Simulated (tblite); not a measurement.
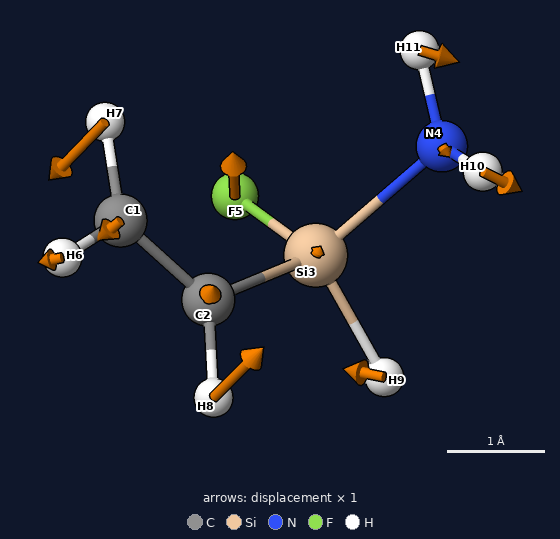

This is a relaxation of C2H6FNSi (charge +1, multiplicity 2). The starting structure is drawn; orange arrows show the displacements, at their true length. The two geometries are superimposed by the best rigid fit.

The picture is a ball-and-stick view, seen at a tilt.

The calculation used GFN2-xTB geometry optimisation, gas phase in tblite 0.8.0. 

Question: Which element moves most?

Answer: Hydrogen: up to 1.02 Å, against 0.72 Å for fluorine.

Question: Describe the change and its energy.

Answer: H7 moves most after the best rigid fit: 1.02 Å. By element the largest moves are H 1.02 Å, F 0.72 Å, C 0.37 Å, N 0.15 Å, Si 0.13 Å. Near-neighbour distances that change, for instance: C2–Si3 1.840 → 1.981 Å, Si3–N4 1.807 → 1.695 Å, Si3–F5 1.695 → 1.586 Å, Si3–H9 1.493 → 1.448 Å. Bond angles that change, for instance: N4–Si3–H9 105.0° → 119.8°, Si3–N4–H10 113.8° → 125.6°, C1–C2–H8 117.5° → 127.6°. Groups turn about C2–Si3 by about 55°. Over 98 geometry steps the energy falls by 0.757 eV.
